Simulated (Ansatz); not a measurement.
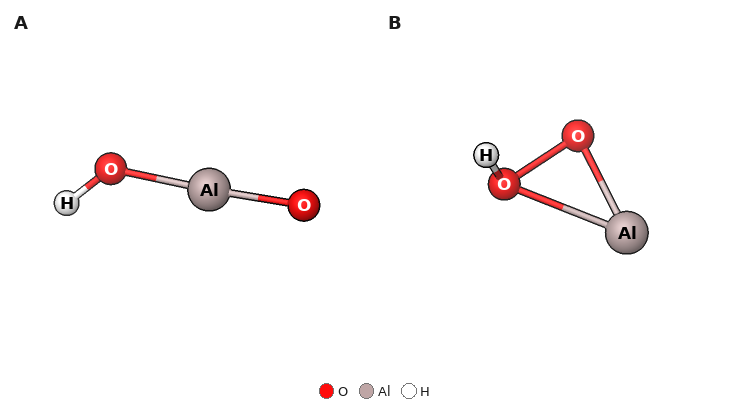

2 stationary structures of one formula. Geometries: PBE0-D4/def2-TZVP. Electronic energies: RHF-CCSD(T) (frozen core)/def2-TZVPP (Ansatz 0.2.0), without zero-point energy. No frequency run is at hand to confirm each as a minimum.

Question: Which is lowest in energy, and by how much?

Answer: A is lowest; B lies 69.3 kcal/mol above it (C1).
